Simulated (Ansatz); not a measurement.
**CH₆BNSi: how energies converge with the basis set**

Aim: see how fast density functionals converge with the basis set for CH₆BNSi.

The runs use Ansatz 0.2.0, Gaussian basis; one geometry, several basis sets.

The runs, in order: PBE0-D4/def2-SVP; ωB97M-V/def2-SVP; PBE0-D4/def2-QZVPP; ωB97M-V/def2-QZVPP; the functionals' def2-TZVPP values are taken from earlier runs.

### 1 Structure used throughout

The geometry comes from an earlier relaxation with PBE0-D4 in a triple-zeta def2 set; it is a stationary point, not always the lowest conformer.

SMILES `[SiH3]N1BC1`, 10 atoms, charge 0, spin multiplicity 1.

Atoms are counted from 1 here; the program's logs count them from 0.

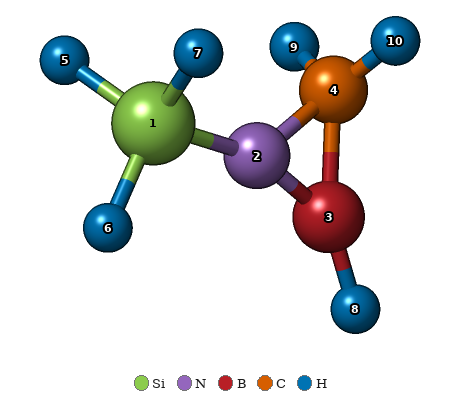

The geometry (silicon green, nitrogen purple, boron red, carbon orange, hydrogen blue); atoms are numbered from 1 in the order of the file.

### 2 PBE0-D4 in def2-SVP

in.yaml reads:

```yaml
crystal:
  periodic: [false, false, false]
  atoms:
    - {symbol: Si, position_ang: [0.301781, 1.464771, 0.412681]}
    - {symbol: N, position_ang: [-0.174916, -0.169920, 0.181862]}
    - {symbol: B, position_ang: [-0.774064, -1.369914, 0.401887]}
    - {symbol: C, position_ang: [0.099723, -1.218138, -0.853983]}
    - {symbol: H, position_ang: [-0.138516, 2.286047, -0.745269]}
    - {symbol: H, position_ang: [-0.322356, 1.967886, 1.661218]}
    - {symbol: H, position_ang: [1.782455, 1.548514, 0.512203]}
    - {symbol: H, position_ang: [-1.482242, -1.942198, 1.157414]}
    - {symbol: H, position_ang: [-0.332533, -1.032152, -1.835881]}
    - {symbol: H, position_ang: [1.123867, -1.586197, -0.889329]}
basis:
  gaussian: {orbitals: def2-SVP}
hamiltonian: {xc: pbe0, dispersion: d4}
output: {orbitals: {seedname: orbitals}}
```

Command:

```sh
$ ansatz run in.yaml --threads 2 --pin off --events-out ev --progress --plain --max-ram 4352MiB
```

Further steps of the session: ωB97M-V in def2-SVP; PBE0-D4 in def2-QZVPP; ωB97M-V in def2-QZVPP.

**Question.** What will the summary of the whole plan be? Wanted: PBE0-D4: double and triple zeta above quadruple; ωB97M-V: double and triple zeta above quadruple.

The runs gave:

```
                                       quantity          value
PBE0-D4: double and triple zeta above quadruple  6.89, 0.47 eV
ωB97M-V: double and triple zeta above quadruple  7.04, 0.43 eV
```

What this shows: For PBE0-D4 the step from double to triple zeta gains 6.42 eV and the next only 0.47 eV. Total energies overstate the basis error of differences, where much of it tends to cancel. The LUMO of ωB97M-V is positive and keeps falling with the basis (1.99 to 1.38 eV): an unbound level that the basis holds in place.
